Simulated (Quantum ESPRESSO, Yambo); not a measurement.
# Quasiparticle gap of BiOCl (P4/nmm) in Yambo, part 3 of 3

Wanted: ground state, empty states, screening and self-energy for BiOCl (P4/nmm).

Quantum ESPRESSO 7.5 and Yambo 5.3.0; PBEsol and many-body steps on it, plane waves. Known limits of the many-body steps: not at the basis limit; coarse k mesh.

So far. Step 3 (Bands along the symmetry lines): The gap is 2.249 eV, −0.048 eV from the run before at this level. Step 4 (Empty states on the mesh, 4×4×2 mesh, 224 bands): On this mesh the gap is 2.333 eV. The earlier step found 2.297 eV, so this mesh misses an edge.

## Step 6: Screening and self-energy, 4×4×2 mesh, 224 bands, screening to 88.4 eV

Now the one-shot GW correction: screening in the RPA, then the self-energy of the levels asked for.

This step: G0W0 on PBEsol with spin-orbit coupling, plane waves, norm-conserving pseudopotentials.

Contents of gw1.in:

```
HF_and_locXC
gw0
dyson
ppa
em1d
rim_cut
RandQpts= 1000000
RandGvec= 1 RL
EXXRLvcs= 76 Ry
VXCRLvcs= 304 Ry
Chimod= "HARTREE"
% BndsRnXp
 1 | 224 |
%
NGsBlkXp= 6.5 Ry
% LongDrXp
 1 | 1 | 1 |
%
% GbndRnge
 1 | 224 |
%
DysSolver= "n"
ExtendOut
PPAPntXp= 27.21138 eV
% QPkrange
 6 | 6 | 69 | 76 |
 2 | 2 | 69 | 76 |
 1 | 1 | 69 | 76 |
%
```

On the command line:

```
> OMP_NUM_THREADS=1 mpirun -n 16 yambo -F gw1.in -J gw1 -C gw1 > gw1.log
```

What it wrote:

```text
 Yambo, version 5.3.0

 [02] CORE Variables Setup
 =========================

  [... cell, symmetries and grids as in the set-up ...]

  [02.05] Energies & Occupations
  ==============================

  [X] === General ===
  [X] Electronic Temperature                        :  0.000000  0.000000 [eV K]
  [X] Bosonic    Temperature                        :  0.000000  0.000000 [eV K]
  [X] Finite Temperature mode                       : no
  [X] El. density                                   :  0.64895E+24 [cm-3]
  [X] Fermi Level                                   :  8.862339 [eV]

  [X] === Gaps and Widths ===
  [X] Conduction Band Min                           :  2.333091 [eV]
  [X] Valence Band Max                              :  0.000000 [eV]
  [X] Filled Bands                                  :   72
  [X] Empty Bands                                   :   73  224
  [X] Direct Gap                                    :  2.609492 [eV]
  [X] Direct Gap localized at k                     :  2
  [X] Indirect Gap                                  :  2.333091 [eV]
  [X] Indirect Gap between kpts                     :   6   2
  [X] Last valence band width                       :  0.698062 [eV]
  [X] 1st conduction band width                     :  1.686063 [eV]

 [03] Transferred momenta grid and indexing
 ==========================================

 IBZ Q-points                                      :  12
 BZ  Q-points                                      :   32

 K/Q-points units:
 rlu = crystal or reduced units; cc = cartesian coordinates; iku = interal k-units

 Q [ 1]         [rlu]:  0.000000  0.000000  0.000000
 Q [ 2]         [rlu]:  0.000000  0.000000 -0.500000
 Q [ 3]         [rlu]:  0.000000  0.250000  0.000000
 Q [ 4]         [rlu]:  0.000000  0.250000 -0.500000
 Q [ 5]         [rlu]:  0.000000 -0.500000  0.000000
 Q [ 6]         [rlu]:  0.000000 -0.500000 -0.500000
 Q [ 7]         [rlu]:  0.250000  0.250000  0.000000
 Q [ 8]         [rlu]:  0.250000  0.250000 -0.500000
 Q [ 9]         [rlu]:  0.250000 -0.500000  0.000000
 Q [10]         [rlu]:  0.250000 -0.500000 -0.500000
 Q [11]         [rlu]: -0.500000 -0.500000  0.000000
 Q [12]         [rlu]: -0.500000 -0.500000 -0.500000

 [04] Coloumb potential Random Integration (RIM)
 ===============================================

  [04.01] RIM initialization
  ==========================

  * Diagonal components only detected *

  8 x (sBL volume)        :  0.082826 [a.u.]
  sBZ random points       :  1000000
  Points outside the sBZ  :   7992674
  RL volume               :  0.331302 [a.u.]
  Integrated volume       :  0.331606 [a.u.]

  [04.02] RIM integrals
  =====================

  Gamma point sphere radius             :  0.079069 [a.u.]
  Points outside the sphere             :   799840
  [Int_sBZ(q=0) 1/q^2]*(Vol_sBZ)^(-1/3) =:  7.675753
                                 should be <:  7.795600

  Summary of Coulomb integrals for non-metallic bands |Q|[au] RIM/Bare

  Q [1] 0.100000E-4 0.984626 * Q [3] 0.213931 1.039573
  Q [2] 0.226219 1.071722 * Q [7] 0.302544 1.044481
  Q [4] 0.311354 1.052616 * Q [8] 0.377767 1.036265
  Q [5] 0.427861 1.016490 * Q [9] 0.478363 1.015688
  Q [6] 0.483984 1.017078 * Q [10] 0.529156 1.015087
  Q [11] 0.605087 1.009990 * Q [12] 0.645992 1.009529

 [05] Dipoles
 ============

  [05.01] Setup: observables and procedures
  =========================================

  [WARNING] [x,Vnl] slows the Dipoles computation. To neglect it rename the ns.kb_pp file

 [06] Dynamic Dielectric Matrix (PPA)
 ====================================

 [SLK-Inversion]  Pools        :   4
 [SLK-Inversion]  BLACS grid   :  2  2

 [WR./gw1//ndb.pp]---------------------------------------------------------------
  Brillouin Zone Q/K grids (IBZ/BZ)                :   12   32   12   32
  RL vectors                                       :  10253 [WF]
  Coulomb cutoff potential                         : none
  Electronic Temperature                           :  0.000000 [K]
  Bosonic    Temperature                           :  0.000000 [K]
  PPA    diel. fun.  energies                      : Perdew, Burke & Ernzerhof SOL(X)+Perdew, Burke & Ernzerhof SOL(C)
  wavefunctions                                    : Perdew, Burke & Ernzerhof SOL(X)+Perdew, Burke & Ernzerhof SOL(C)
  Global Gauge                                     : length
  X matrix size                                    :  187
  X band range                                     :    1  224
  X e/h energy range                               : -1.000000 -1.000000 [eV]
  X Time ordering                                  : R
  X Hxc Kernel                                     : HARTREE
  X Drude frequency                                :  0.000000  0.000000
  X poles                                          :  100.0000 [o/o]
  RL vectors in the sum                            :  10253
  [r,Vnl] included                                 : yes
  Field direction                                  :  0.577350E-5  0.577350E-5  0.577350E-5
  BZ energy Double Grid                            : no
  BZ energy DbGd points                            : 0
  BZ Q point size factor                           : -1.000000
  X Optical Averaged directions                    : none

 [07] Local Exchange-Correlation + Non-Local Fock
 ================================================

 [VXC] Plane waves :   67045
 [EXS] Plane waves :   8371

 QP @ state[ 1 ] K range:  1  2
 QP @ state[ 1 ] b range:   69   76
 QP @ state[ 2 ] K range:   6   6
 QP @ state[ 2 ] b range:   69   76

 [xc] Functional : Perdew, Burke & Ernzerhof SOL(X)+Perdew, Burke & Ernzerhof SOL(C)
 [xc] LIBXC used to calculate xc functional
  PP Number of Atomic Species                      :  3
  NLCC RL compoments                               :   67045
  PP Number of Atomic Species                      :  3
  NLCC RL compoments                               :   67045

 [xc] E_xc :  -46.36638 [Ha]
      E_xc :  -92.73277 [Ry]

  Local XC kind (lXC) : Perdew, Burke & Ernzerhof SOL(X)+Perdew, Burke & Ernzerhof SOL(C)
  Non-Local XC kind (nlXC) : Hartree-Fock

  Corrections @ K [1] :  [eV]
 <69|nlXC|69> = -19.47715 -0.21391E-17 <69|lXC|69> = -15.39785  0.11801E-15
 <70|nlXC|70> = -19.47715  0.55294E-17 <70|lXC|70> = -15.39785  0.000000
 <71|nlXC|71> = -19.51333 -0.44302E-17 <71|lXC|71> = -16.18039  0.000000
 <72|nlXC|72> = -19.51332  0.17273E-17 <72|lXC|72> = -16.18039  0.18882E-15
 <73|nlXC|73> = -9.962184 -0.41053E-18 <73|lXC|73> = -13.89279 -0.94408E-16
 <74|nlXC|74> = -9.962187 -0.11207E-17 <74|lXC|74> = -13.89280  0.18882E-15
 <75|nlXC|75> = -10.80204 -0.73207E-19 <75|lXC|75> = -14.47460 -0.28323E-15
 <76|nlXC|76> = -10.80204  0.15686E-18 <76|lXC|76> = -14.47460  0.000000

  Corrections @ K [2] :  [eV]
 <69|nlXC|69> = -22.01234 -0.19926E-17 <69|lXC|69> = -18.13402  0.94408E-16
 <70|nlXC|70> = -22.01234 -0.55588E-18 <70|lXC|70> = -18.13402  0.000000
[...]
Corrections @ K [6] :  [eV]
[...]
<72|nlXC|72> = -19.54468 -0.57357E-18 <72|lXC|72> = -16.28322 -0.82607E-16
 <73|nlXC|73> = -11.10945  0.11613E-17 <73|lXC|73> = -15.11142  0.47204E-16
 <74|nlXC|74> = -11.10977 -0.51657E-18 <74|lXC|74> = -15.11143  0.94408E-16
 <75|nlXC|75> = -11.10957  0.32208E-17 <75|lXC|75> = -15.11143  0.000000
 <76|nlXC|76> = -11.10965 -0.21033E-18 <76|lXC|76> = -15.11143  0.000000

 [08] Dyson equation: Newton solver
 ==================================

  [08.01] G0W0 (W PPA)
  ====================

  [  GW  ] Bands range     :    1  224
  [GW/PPA] G damping       :  0.100000 [eV]

  QP @ state[ 1 ] K range:  1  2
  QP @ state[ 1 ] b range:   69   76
  QP @ state[ 2 ] K range:   6   6
  QP @ state[ 2 ] b range:   69   76

   Sc/G bands                                       :    1  224
   Sc/G damping                                     :  0.100000 ev
   Sc bands terminator                              : no
   Sx RL components                                 :   8371

   QP @ state[ 1 ] K range                          :  1  2
   QP @ state[ 1 ] b range                          :   69   76
   QP @ state[ 2 ] K range                          :   6   6
   QP @ state[ 2 ] b range                          :   69   76
   GF energies kind                                 : Perdew, Burke & Ernzerhof SOL(X)+Perdew, Burke & Ernzerhof SOL(C)
   GF WF`s kind                                     : Perdew, Burke & Ernzerhof SOL(X)+Perdew, Burke & Ernzerhof SOL(C)
   Xs energies kind                                 : Perdew, Burke & Ernzerhof SOL(X)+Perdew, Burke & Ernzerhof SOL(C)
   Xs WF`s kind                                     : Perdew, Burke & Ernzerhof SOL(X)+Perdew, Burke & Ernzerhof SOL(C)

 [11] Game Over & Game summary
```

Wall time 6.2 min (16 MPI ranks of Arm Neoverse V1, shared host); peak memory 37 GiB; 86 min of CPU time.

Numbers from this step:

```
G0W0 gap on the points computed              : 3.389 eV
starting gap on the mesh                     : 2.333 eV
k of the valence top                         : 0, -0.5, -0.5
k of the conduction bottom                   : 0, 0, -0.5
least direct G0W0 gap on the computed points : 3.492 eV
Z at the valence top                         : 0.7936
Z at the conduction bottom                   : 0.8304
```

The gap on the mesh goes from 2.33 eV to 3.39 eV, a correction of +1.06 eV. The start differs from the 2.30 eV found before because the two sample other k points.

Limits: finite bands, cutoff and mesh; coarse k mesh. v1 is the top filled band, c1 the lowest empty one. The levels before and after the correction (eV, zero at the valence-band top of each column):

```csv
,conduction bottom,valence top
Kohn-Sham,2.33,0.00
G0W0,3.39,0.00
```

```csv
,level,energy (eV)
Kohn-Sham,(0 0 -0.5) v3,-0.358
Kohn-Sham,(0 0 -0.5) v2-v1,-0.276
Kohn-Sham,(0 0 -0.5) c1-c2,2.333
Kohn-Sham,(0 0 -0.5) c3,2.452
Kohn-Sham,(0 -0.5 -0.5) v3-v1,0.000
Kohn-Sham,(0 -0.5 -0.5) c1-c3,3.675
G0W0,(0 0 -0.5) v3,-0.103
G0W0,(0 0 -0.5) v2-v1,-0.640
G0W0,(0 0 -0.5) c1-c2,3.389
G0W0,(0 0 -0.5) c3,3.681
G0W0,(0 -0.5 -0.5) v3-v1,0.000
G0W0,(0 -0.5 -0.5) c1-c3,5.055
```

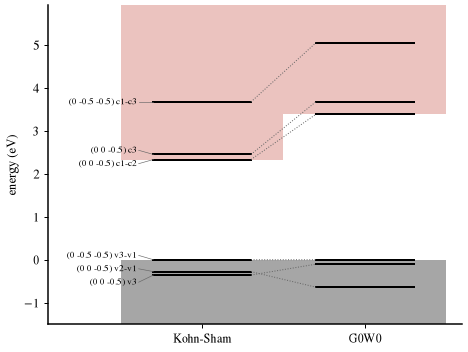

Levels before and after the correction. Shaded: valence and conduction bands.

## Step 7: Where the time went

Times are wall times on the hardware named with each run. The host was busy with other work, so they are no guide to cost.

```csv
step,time,share,memory (GiB)
ground state,3.5 min,29 %,2.9
bands along the symmetry lines,68 s,9 %,3.4
empty states on the mesh,81 s,11 %,2.3
conversion and set-up,5 s,1 %,0.25
screening and self-energy,6.2 min,50 %,37
```

## Step 8: Outcome

- PBEsol gap: 2.25 eV, indirect
- G0W0 gap on the mesh: 3.39 eV
- G0W0 gap over the zone (rigid shift): 3.30 eV
- GW settings: 4×4×2 mesh, 224 bands, screening to 88.4 eV, Godby-Needs plasmon pole
- known limits: not at the basis limit; coarse k mesh

G0W0 moves the gap on the mesh from 2.33 eV to 3.39 eV (+1.06 eV), with Z of 0.79 and 0.83 at the edges. The mesh misses the band edges by 0.08 eV in all; a rigid shift gives 3.30 eV for the zone. Only 3 of the mesh's irreducible points were corrected, so a valley elsewhere could overtake. The dearest step here is «screening and self-energy». Against experiment, by G0W0@PBEsol: the gap of 3.30 eV lies −0.14 eV from the measured 3.44 eV (optical, 2022); the gap of 3.30 eV lies −0.06 eV from the measured 3.36 eV (optical, 2021). An exciton line or allowed optical edge lies below the quasiparticle gap by the binding energy; a forbidden edge can push the onset above it. The calculation has static nuclei and no excitons; a measured gap holds zero-point and thermal motion, which mostly lowers it. Bands and cutoff are finite, so the gap is not at the basis limit. The miss can reach some tenths of an eV and take either sign; the mesh is an error of its own. In the G0W0 run levels were corrected at 3 k points alone, so a gap called «on the mesh» is the least over those, and an edge elsewhere would be missed. A denser mesh or path gives a starting gap of 2.25 eV: the GW mesh misses a band edge, so its gaps are not the fundamental one. The 4×4×2 mesh is coarse for this cell, which bears on the long-range parts of exchange and screening.

[Paths, hosts, dates, memory and timing lines, banners, echoed tables and standing remarks are left out of the program output.]

[Logs are printed without paths, hosts, clocks, repeated set-up lines and the standing remarks that a program may print on its own settings, such as how far it seeks lower states.]

[Runs of the session that timed out or met a known fault of the program may be left out.]

[Hosts, paths, dates, database ids (printed as entryN), source tags and the programs' standing remarks are cut or masked in the printed files.]
